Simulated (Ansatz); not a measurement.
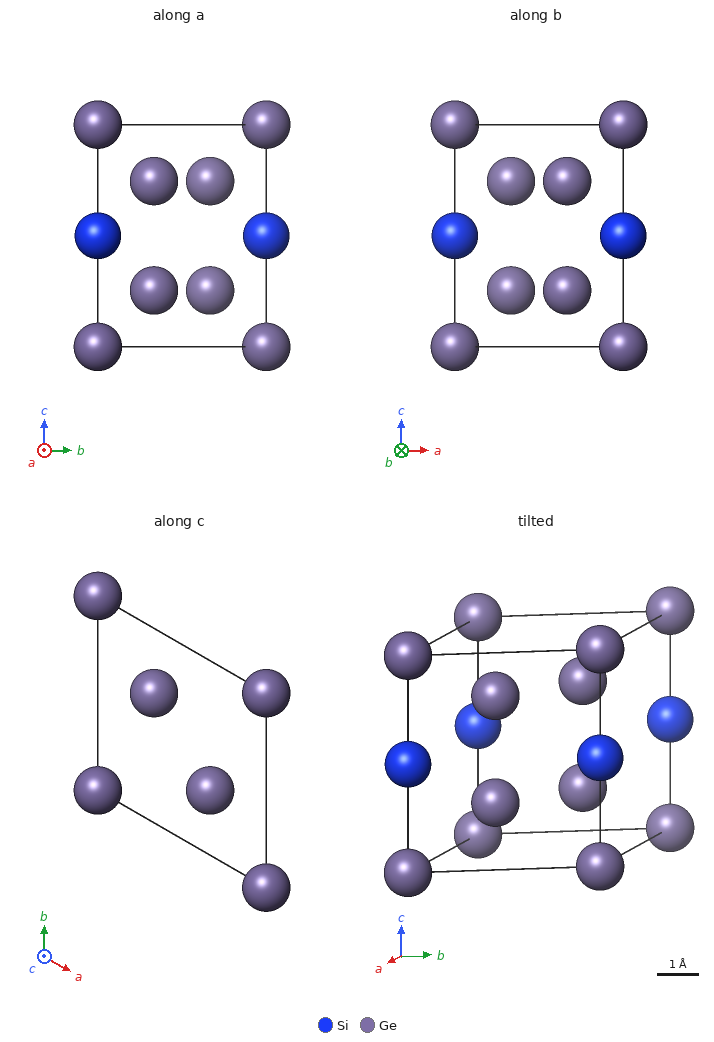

Shown here is a spheres-only view of the crystal, taken along the a axis, along the b axis, along the c axis and slightly off an axis. The parallelepiped is the conventional unit cell.

Lattice parameters: a = 4.843 Å, b = 4.843 Å, c = 5.536 Å, α = 90.00°, β = 90.00°, γ = 120.00°.

Question: Give the atomic positions as a table of Wyckoff sites, with free fractional coordinates to two decimals.

Answer: Space group P6/mmm (No. 191).
| atom | site | x | y | z |
| --- | --- | --- | --- | --- |
| Si | 1b | 0.00 | 0.00 | 0.50 |
| Ge | 4h | 0.6667 | 0.3333 | 0.75 |
| Ge | 1a | 0.00 | 0.00 | 0.00 |

The initial geometry was a structure type filled with these elements by a generator (whether the compound takes this form wasn't checked). The structure drawn was relaxed with DFT PBE, scalar-relativistic, plane waves, PAW (Ansatz 0.2.0).
